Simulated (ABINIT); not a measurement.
# A GW chain in ABINIT: H (I4/mmm), part 2 of 2

Aim: the G0W0 gap of H (I4/mmm) on PBEsol, step by step.

ABINIT 10.8.3; PBEsol and many-body steps on it, plane waves. Known limits of the many-body steps: not at the basis limit; coarse k mesh.

So far. Step 2 (Ground state): The gap is indirect, with the least direct gap 0.22 eV higher. Step 3 (Bands along the symmetry lines): The gap is 9.437 eV, −0.002 eV from the run before at this level.

**4. Empty states on the mesh, 4×4×4 mesh, 24 bands**

Level of this step: DFT, PBEsol, plane waves, norm-conserving pseudopotentials (ABINIT).

The sums over transitions need many empty states on a uniform mesh; this step solves for them.

Contents of run.abi:

```
acell 3*1.0 Angstrom
rprim 
  -2.159025810000 2.159025810000 1.853359060000
  2.159025810000 -2.159025810000 1.853359060000
  2.159025810000 2.159025810000 -1.853359060000
ntypat 1
znucl 1
natom 2
typat 1 1
xred 
  0.899945560000 0.899945560000 0.000000000000
  0.100054440000 0.100054440000 0.000000000000
pp_dirpath "pseudos"
pseudos "H.upf"
ecut 32
ngkpt 4 4 4
nshiftk 1
shiftk 0 0 0
kptopt 1
chksymbreak 0
iscf -2
irdden 1
istwfk *1
nband 24
nbdbuf 4
tolwfr 1e-09
nstep 60
prtvol 0
indata_prefix "in"
outdata_prefix "out"
tmpdata_prefix "tmp"
```

Command:

```sh
$ OMP_NUM_THREADS=1 mpirun -n 4 abinit run.abi > log
```

Numbers of over 12 decimals in the logs are rounded to 6 here.

The program printed:

```text
.Version 10.8.3 of ABINIT. v10.8.2 released Aug 2026.

 Symmetries : space group I4/m m m (#139); Bravais tI (body-center tetrag.)
[... echo of the input left out ...]
== DATASET  1 ==================================================================
-   mpi_nproc: 4, omp_nthreads: 1 (-1 if OMP is not activated)

--- !DatasetInfo
iteration_state: {dtset: 1, }
dimensions: {natom: 2, nkpt: 13, mband: 24, nsppol: 1, nspinor: 1, nspden: 1, mpw: 2041, }
cutoff_energies: {ecut:  32.0, pawecutdg:  -1.0, }
electrons: {nelect:   2.00000000E+00, charge:   0.00000000E+00, occopt:   1.00000000E+00, tsmear:   1.00000000E-02, }

 Real(R)+Recip(G) space primitive vectors, cartesian coordinates (Bohr,Bohr^-1):
 R(1)= -4.0799675  4.0799675  3.5023410  G(1)=  0.0000000  0.1225500  0.1427617
 R(2)=  4.0799675 -4.0799675  3.5023410  G(2)=  0.1225500  0.0000000  0.1427617
 R(3)=  4.0799675  4.0799675 -3.5023410  G(3)=  0.1225500  0.1225500  0.0000000
 Unit cell volume ucvol=  2.3320176E+02 bohr^3
 Angles (23,13,12)=  1.05619281E+02  1.05619281E+02  1.17484728E+02 degrees

 getcut: wavevector=  0.0000  0.0000  0.0000  ngfft=  36  36  36
         ecut(hartree)=     32.000   => boxcut(ratio)=   2.09487

--- Pseudopotential description ------------------------------------------------
- H Generated using ONCVPSP code by D. R. Hamann
-  1.00000   1.00000  180301                  znucl, zion, pspdat
12 -116133 1 -1 1180                          pspcod,pspxc,lmax,lloc,mmax
     nproj     2     1
  pspatm : epsatm=    0.35585368
         --- l  ekb(1:nproj) -->
             0   -1.674911   -0.523609
             1   -0.494138
 pspatm: atomic psp has been read  and splines computed

--------------------------------------------------------------------------------

================================================================================
 prteigrs : about to open file out_EIG
 Non-SCF case, kpt    1 (  0.00000  0.00000  0.00000), residuals and eigenvalues=
  4.15E-11  2.88E-11  1.28E-10  2.97E-11  8.64E-10  3.69E-10  1.74E-11  8.55E-12
  2.46E-11  7.99E-12  1.86E-11  9.88E-10  3.03E-11  7.79E-10  3.08E-11  6.52E-11
  2.55E-11  6.72E-10  9.66E-10  5.33E-10  2.86E-09  4.09E-07  1.40E-04  9.73E-06
 -3.6881E-01  1.0771E-01  2.6006E-01  3.9869E-01  3.9869E-01  4.8380E-01
  5.1186E-01  5.6599E-01  5.6599E-01  5.9052E-01  5.9052E-01  6.2949E-01
  6.3397E-01  9.8152E-01  1.0293E+00  1.0293E+00  1.0451E+00  1.2717E+00
  1.3910E+00  1.5273E+00  1.5563E+00  1.6338E+00  1.6347E+00  1.6492E+00
 prteigrs : prtvol=0 or 1, do not print more k-points.

--- !ResultsGS
iteration_state: {dtset: 1, }
comment   : Summary of ground state results
lattice_vectors:
- [ -4.0799675,   4.0799675,   3.5023410, ]
- [  4.0799675,  -4.0799675,   3.5023410, ]
- [  4.0799675,   4.0799675,  -3.5023410, ]
lattice_lengths: [   6.74972,    6.74972,    6.74972, ]
lattice_angles: [105.619, 105.619, 117.485, ] # degrees, (23, 13, 12)
lattice_volume:   2.3320176E+02
convergence: {deltae:  0.000E+00, res2:  0.000E+00, residm:  9.881E-10, diffor:  0.000E+00, }
etotal    :  -1.14743899E+00
entropy   :   0.00000000E+00
fermie    :  -3.27132083E-01
cartesian_stress_tensor: null
pressure_GPa: null
xred      :
- [  8.9995E-01,   8.9995E-01,  -3.2123E-18,  H]
- [  1.0005E-01,   1.0005E-01,  -3.5714E-19,  H]
cartesian_forces: null
force_length_stats: {min: null, max: null, mean: null, }

 Integrated electronic density in atomic spheres:
 ------------------------------------------------
 Atom  Sphere_radius  Integrated_density
    1        2.00000          1.49016409
    2        2.00000          1.49016409
================================================================================

 ----iterations are completed or convergence reached----

 Mean square residual over all n,k,spin=   26.045E-11; max=  98.814E-11
 reduced coordinates (array xred) for    2 atoms
       0.899945560000      0.899945560000     -0.000000000000
       0.100054440000      0.100054440000     -0.000000000000

 cartesian coordinates (angstrom) at end:
    1     -0.000000     0.000000     3.335845
    2     -0.000000    -0.000000     0.370874
 length scales=  1.889726125908  1.889726125908  1.889726125908 bohr
              =  1.000000000000  1.000000000000  1.000000000000 angstroms
 prteigrs : about to open file out_EIG
 Eigenvalues (hartree) for nkpt=  13  k points:
 kpt#   1, nband= 24, wtk=  0.01563, kpt=  0.0000  0.0000  0.0000 (reduced coord)
  -0.36881    0.10771    0.26006    0.39869    0.39869    0.48380    0.51186    0.56599
   0.56599    0.59052    0.59052    0.62949    0.63397    0.98152    1.02929    1.02929
   1.04508    1.27171    1.39101    1.52728    1.55635    1.63384    1.63471    1.64922
 prteigrs : prtvol=0 or 1, do not print more k-points.

== END DATASET(S) ==============================================================
================================================================================

 -outvars: echo values of variables after computation  --------
            nband          24
             nkpt          13
          spgroup         139
 [... the other variables as echoed above ...]

 Calculation completed.
```

The job ended after 3 s (4 MPI ranks of Arm Neoverse V1, shared host; peak memory 0.07 GiB).

Numbers from this step:

```yaml
gap: 9.439 eV
k_of_the_valence_top: 0.5, 0.5, 0.5
k_of_the_conduction_bottom: 0.5, 0, 0
least_direct_gap: 9.657 eV
k_points_computed: 13
lowest_point_of_the_top_converged_band_above_the_valence_top: 41.17 eV
```

On this mesh the gap is 9.439 eV.

**5. Screening, 4×4×4 mesh, 20 bands, screening to 87.1 eV**

The RPA dielectric matrix is built and inverted for each q.

This step: RPA screening on PBEsol, plane waves, norm-conserving pseudopotentials.

Changes to run.abi since step 4:

```diff
@@ -20,10 +20,11 @@
 chksymbreak 0
-iscf -2
-irdden 1
 istwfk *1
-nband 24
-nbdbuf 4
-tolwfr 1e-09
-nstep 60
-prtvol 0
+occopt 1
+irdwfk 1
+optdriver 3
+nband 20
+ecuteps 3.2
+inclvkb 2
+awtr 1
+symchi 1
 indata_prefix "in"
```

The program printed:

```text
.Version 10.8.3 of ABINIT. v10.8.2 released Aug 2026.

 Symmetries : space group I4/m m m (#139); Bravais tI (body-center tetrag.)
[... echo of the input left out ...]
== DATASET  1 ==================================================================
-   mpi_nproc: 4, omp_nthreads: 1 (-1 if OMP is not activated)

--- !DatasetInfo
iteration_state: {dtset: 1, }
dimensions: {natom: 2, nkpt: 13, mband: 20, nsppol: 1, nspinor: 1, nspden: 1, mpw: 2041, }
cutoff_energies: {ecut:  32.0, pawecutdg:  -1.0, }
electrons: {nelect:   2.00000000E+00, charge:   0.00000000E+00, occopt:   1.00000000E+00, tsmear:   1.00000000E-02, }

 SCREENING: Calculation of the susceptibility and dielectric matrices

 Based on a program developped by R.W. Godby, V. Olevano, G. Onida, and L. Reining.
 Incorporated in ABINIT by V. Olevano, G.-M. Rignanese, and M. Torrent.
.Using double precision arithmetic ; gwpc =  8

[... cell and pseudopotentials left out ...]
--------------------------------------------------------------------------------

 ==== K-mesh for the wavefunctions ====
 Number of points in the irreducible wedge :    13
[... list of points left out ...]
 Together with 16 symmetry operations and time-reversal symmetry
 yields    64 points in the full Brillouin Zone.

 ==== Q-mesh for the screening function ====
 Number of points in the irreducible wedge :    13
[... list of points left out ...]
 Together with 16 symmetry operations and time-reversal symmetry
 yields    64 points in the full Brillouin Zone.

 setmesh: FFT mesh size selected  =    20x   20x   20
          total number of points  =         8000

 vcoul_init : cutoff-mode = AUXILIARY_FUNCTION
 q-points for optical limit:   1
     1)      0.000010    0.000020    0.000030

- screening: taking advantage of time-reversal symmetry
- Maximum band index for partially occupied states nbvw = 1
- Remaining bands to be divided among processors   nbcw = 19
- Number of bands treated by each node ~4

 Number of electrons calculated from density =    2.0000; Expected =    2.0000
 average of density, n =  0.008576
 r_s =    3.0307
 omega_plasma =    8.9332 [eV]

 calculating chi0 at frequencies [eV] :
  1    0.000000E+00    0.000000E+00
  2    0.000000E+00    8.933151E+00

--------------------------------------------------------------------------------
  q-point number  1        q = ( 0.000000, 0.000000, 0.000000) [r.l.u.]
--------------------------------------------------------------------------------
[... chi0 elements left out ...]
 For q-point:  0.000010 0.000020 0.000030
  dielectric constant =   1.2862
  dielectric constant without local fields =   1.3704

  Average fulfillment of the sum rule on Im[epsilon] for q-point    1 :     65.81  [%]
[... wings left out ...]
  q-point number  2        q = ( 0.250000, 0.000000, 0.000000) [r.l.u.]
--------------------------------------------------------------------------------
[... chi0 elements left out ...]
  Average fulfillment of the sum rule on Im[epsilon] for q-point    2 :     87.88  [%]

 [... 11 further q-points ...]
```

Wall time 1.5 s (4 MPI ranks); peak memory 0.08 GiB; 5.7 s of CPU time.

This step gave:

| Item | Value |
| --- | --- |
| ε∞ with local fields, on this mesh, along the program's q direction | 1.286 |
| the same without local fields | 1.370 |
| plasma frequency | 8.933 eV |
| plane waves in the screening matrix | 71 |

Local fields lower ε∞ by 6 %. On a Γ-centred mesh this coarse the value itself is usually too large, while a short band sum pulls it down.

**6. Self-energy, 4×4×4 mesh, 20 bands, screening to 87.1 eV**

The self-energy is evaluated for the states that the input lists, and the levels follow from it, in one-shot runs by the linearised quasiparticle equation.

This step: G0W0 on PBEsol, plane waves, norm-conserving pseudopotentials.

Changes to run.abi since step 5:

```diff
@@ -23,8 +23,19 @@
 irdwfk 1
-optdriver 3
+optdriver 4
 nband 20
+gwcalctyp 0
+ecutsigx 32
+symsigma 1
+nkptgw 3
+kptgw 
+  0.5000000000 0.5000000000 0.5000000000
+  0.5000000000 0.0000000000 0.0000000000
+  0.0000000000 0.0000000000 0.0000000000
+bdgw 
+  1 4
+  1 3
+  1 3
 ecuteps 3.2
-inclvkb 2
-awtr 1
-symchi 1
+irdscr 1
+ppmodel 1
 indata_prefix "in"
```

The program printed:

```text
.Version 10.8.3 of ABINIT. v10.8.2 released Aug 2026.

 Symmetries : space group I4/m m m (#139); Bravais tI (body-center tetrag.)
[... echo of the input left out ...]
== DATASET  1 ==================================================================
-   mpi_nproc: 4, omp_nthreads: 1 (-1 if OMP is not activated)

--- !DatasetInfo
iteration_state: {dtset: 1, }
dimensions: {natom: 2, nkpt: 13, mband: 20, nsppol: 1, nspinor: 1, nspden: 1, mpw: 2041, }
cutoff_energies: {ecut:  32.0, pawecutdg:  -1.0, }
electrons: {nelect:   2.00000000E+00, charge:   0.00000000E+00, occopt:   1.00000000E+00, tsmear:   1.00000000E-02, }

 SIGMA: Calculation of the GW corrections

 Based on a program developped by R.W. Godby, V. Olevano, G. Onida, and L. Reining.
 Incorporated in ABINIT by V. Olevano, G.-M. Rignanese, and M. Torrent.
.Using double precision arithmetic ; gwpc =  8

[... cell and pseudopotentials left out ...]
--------------------------------------------------------------------------------

 ==== K-mesh for the wavefunctions ====
 Number of points in the irreducible wedge :    13
[... list of points left out ...]
 Together with 16 symmetry operations and time-reversal symmetry
 yields    64 points in the full Brillouin Zone.

 ==== Q-mesh for screening function ====
 Number of points in the irreducible wedge :    13
[... list of points left out ...]
 Together with 16 symmetry operations and time-reversal symmetry
 yields    64 points in the full Brillouin Zone.

 vcoul_init : cutoff-mode = AUXILIARY_FUNCTION
 q-points for optical limit:   1
     1)      0.000010    0.000020    0.000030
 setmesh: FFT mesh size selected  =    30x   30x   30
          total number of points  =        27000

 Number of electrons calculated from density =    2.0000; Expected =    2.0000
 average of density, n =  0.008576
 r_s =    3.0307
 omega_plasma =    8.9332 [eV]

 === KS Band Gaps ===
  >>>> For spin  1
   Minimum direct gap =   9.6574 [eV], located at k-point      :   0.5000  0.0000  0.0000
   Fundamental gap    =   9.4395 [eV], Top of valence bands at :   0.5000  0.5000  0.5000
                                       Bottom of conduction at :   0.5000  0.0000  0.0000
 SIGMA fundamental parameters:
 PLASMON POLE MODEL  1
 number of plane-waves for SigmaX                 2041
 number of plane-waves for SigmaC and W             71
 number of plane-waves for wavefunctions          2041
 number of bands                                    20
 number of independent spin polarizations            1
 number of spinorial components                      1
 number of k-points in IBZ                          13
 number of q-points in IBZ                          13
 number of symmetry operations                      16
 number of k-points in BZ                           64
 number of q-points in BZ                           64
 number of frequencies for dSigma/dE                 9
 frequency step for dSigma/dE [eV]                0.25
 number of omega for Sigma on real axis              0
 max omega for Sigma on real axis  [eV]           0.00
 zcut for avoiding poles [eV]                     0.10

 EPSILON^-1 parameters (SCR file):
 dimension of the eps^-1 matrix on file             71
 dimension of the eps^-1 matrix used                71
 number of plane-waves for wavefunctions          2041
 number of bands                                    20
 number of q-points in IBZ                          13
 number of frequencies                               2
 number of real frequencies                          1
 number of imag frequencies                          1

 matrix elements of self-energy operator (all in [eV])

 Perturbative Calculation

--- !SelfEnergy_ee
iteration_state: {dtset: 1, }
kpoint     : [   0.500,    0.500,    0.500, ]
spin       : 1
KS_gap     :   13.103
QP_gap     :   20.321
Delta_QP_KS:    7.217
data: !SigmaeeData |
     Band     E0 <VxcDFT>   SigX SigC(E0)      Z dSigC/dE  Sig(E)    E-E0       E
        1  -8.902 -12.272 -18.094   1.071   0.870  -0.149 -16.405  -4.134 -13.035
        2   4.202  -7.157  -2.533  -1.259   0.916  -0.091  -4.074   3.084   7.285
        3   4.246  -4.633  -1.165  -1.286   0.930  -0.075  -2.603   2.031   6.276
        4   4.246  -4.633  -1.165  -1.286   0.930  -0.075  -2.603   2.031   6.276

--- !SelfEnergy_ee
iteration_state: {dtset: 1, }
kpoint     : [   0.500,    0.000,    0.000, ]
spin       : 1
KS_gap     :    9.657
QP_gap     :   15.971
Delta_QP_KS:    6.314
data: !SigmaeeData |
     Band     E0 <VxcDFT>   SigX SigC(E0)      Z dSigC/dE  Sig(E)    E-E0       E
        1  -9.120 -11.975 -17.861   1.073   0.870  -0.149 -16.163  -4.189 -13.308
        2   0.538  -5.133  -1.705  -1.139   0.929  -0.077  -3.008   2.125   2.663
        3   5.982  -3.999  -0.985  -1.343   0.921  -0.086  -2.460   1.539   7.521

--- !SelfEnergy_ee
iteration_state: {dtset: 1, }
kpoint     : [   0.000,    0.000,    0.000, ]
spin       : 1
KS_gap     :   12.967
QP_gap     :   19.183
Delta_QP_KS:    6.216
data: !SigmaeeData |
     Band     E0 <VxcDFT>   SigX SigC(E0)      Z dSigC/dE  Sig(E)    E-E0       E
        1 -10.036 -10.761 -16.873   1.072   0.869  -0.151 -15.141  -4.379 -14.415
        2   2.931  -5.892  -2.746  -1.153   0.922  -0.085  -4.055   1.837   4.768
        3   7.077  -9.223  -3.355  -1.501   0.892  -0.121  -5.327   3.896  10.973

== END DATASET(S) ==============================================================
================================================================================

 -outvars: echo values of variables after computation  --------
           etotal      0.0000000000E+00
            nband          20
             nkpt          13
          spgroup         139
 [... the other variables as echoed above ...]

 Calculation completed.
```

It took 1.6 s on 4 MPI ranks; peak memory 0.09 GiB.

Numbers from this step:

- G0W0 gap on the points computed: 15.70 eV
- starting gap on the mesh: 9.439 eV
- k of the valence top: 0.5, 0.5, 0.5
- k of the conduction bottom: 0.5, 0, 0
- Z at the valence top: 0.87
- Z at the conduction bottom: 0.929
- least direct G0W0 gap on the computed points: 15.97 eV

The gap on the mesh goes from 9.44 eV to 15.70 eV, a correction of +6.26 eV.

Limits: finite bands, cutoff and mesh; coarse k mesh. v1 is the top filled band, c1 the lowest empty one. The levels before and after the correction (eV, zero at the valence-band top of each column):

```csv
,conduction bottom,valence top
Kohn-Sham,9.44,0.00
G0W0,15.70,0.00
```

```
                         level  energy (eV)
Kohn-Sham     (0.5 0.5 0.5) v1        0.000
Kohn-Sham     (0.5 0.5 0.5) c1       13.103
Kohn-Sham  (0.5 0.5 0.5) c2-c3       13.148
Kohn-Sham         (0.5 0 0) v1       -0.218
Kohn-Sham         (0.5 0 0) c1        9.439
Kohn-Sham         (0.5 0 0) c2       14.884
     G0W0     (0.5 0.5 0.5) v1        0.000
     G0W0     (0.5 0.5 0.5) c1       20.320
     G0W0  (0.5 0.5 0.5) c2-c3       19.311
     G0W0         (0.5 0 0) v1       -0.273
     G0W0         (0.5 0 0) c1       15.698
     G0W0         (0.5 0 0) c2       20.556
```

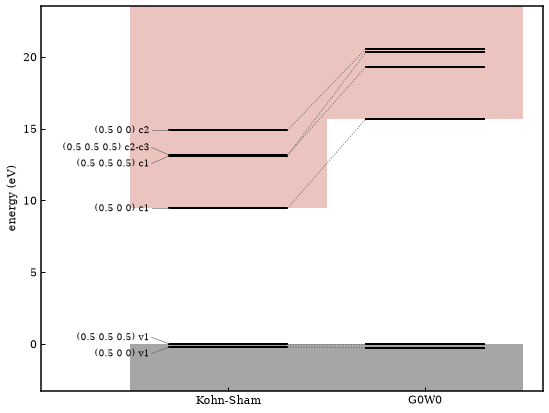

Levels before and after the correction. Shaded: valence and conduction bands.

**7. Where the time went**

Times are wall times on 4 MPI ranks of Arm Neoverse V1, shared host, good to a factor of about two.

| step | time | share | memory (GiB) |
| --- | --- | --- | --- |
| ground state | 5.1 s | 36 % | 0.27 |
| bands along the symmetry lines | 3.2 s | 22 % | 0.25 |
| empty states on the mesh | 3 s | 21 % | 0.07 |
| screening | 1.5 s | 10 % | 0.08 |
| self-energy | 1.6 s | 11 % | 0.09 |

**8. Results**

```yaml
pbesol_gap: 9.44 eV, indirect
g0w0_gap_on_the_mesh: 15.70 eV
gw_settings: 4×4×4 mesh, 20 bands, screening to 87.1 eV, Godby-Needs plasmon pole
known_limits: not at the basis limit; coarse k mesh
```

G0W0 moves the gap on the mesh from 9.44 eV to 15.70 eV (+6.26 eV), with Z of 0.87 and 0.93 at the edges. Local fields lower the RPA ε∞ on this mesh from 1.37 to 1.29; a Γ-centred mesh this coarse tends to raise both, most where the direct gap is narrow, while a short band sum lowers them. Only 3 of the mesh's irreducible points were corrected, so a valley elsewhere could overtake. The dearest step here is «ground state». Bands and cutoff are finite, so the gap is not at the basis limit. The miss can reach some tenths of an eV and take either sign; the mesh is an error of its own. In the G0W0 run levels were corrected at 3 k points alone, so a gap called «on the mesh» is the least over those, and an edge elsewhere would be missed. The 4×4×4 mesh is coarse for this cell, which bears on the long-range parts of exchange and screening.

[Paths, hosts, dates, memory and timing lines, banners, echoed tables and standing remarks are left out of the program output.]

[Logs are printed without paths, hosts, clocks, repeated set-up lines and the standing remarks that a program may print on its own settings, such as how far it seeks lower states.]

[Runs of the session that timed out or met a known fault of the program may be left out.]

[Hosts, paths, dates, database ids (printed as entryN), source tags and the programs' standing remarks are cut or masked in the printed files.]

[G0W0 gaps are taken among the corrected bands and points alone; a level outside them can change the order at an edge.]

[Where Ansatz stands beside ABINIT at settings called matched, ABINIT's density can come from a denser mesh and the files from another edition; pairs whose starting gaps differed by over 0.03 eV were left out, so agreement reads better than it is.]
